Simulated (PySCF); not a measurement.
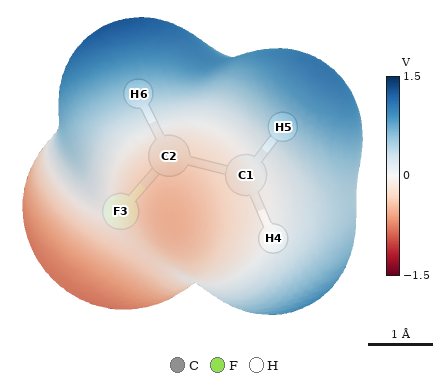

*C$_{2}$H$_{3}$F (SMILES C=CF). The molecular electrostatic potential painted on the density surface at 0.002 e/bohr³, seen at a tilt; red is negative and blue positive.*

Geometry: PBE0-D3(BJ)/def2-SVP.

These are results of PBE0/pcSseg-1, SCF density, gas phase, non-relativistic in PySCF, not measurements.

| atom | x (Å) | y (Å) | z (Å) |
| --- | --- | --- | --- |
| C | -0.6782 | -0.1325 | 0.0775 |
| C | 0.6078 | 0.1492 | -0.0795 |
| F | 1.5229 | -0.7793 | -0.3387 |
| H | -1.0457 | -1.1581 | 0.0007 |
| H | -1.3843 | 0.6715 | 0.2861 |
| H | 1.0406 | 1.1531 | -0.0154 |

> Which sites attract a positive test charge, and which a negative one?

A positive charge is drawn to the negative regions and a negative charge to the positive ones. The most negative region (about −0.8 V) lies over F3, the most positive (about +1.2 V) over H6.
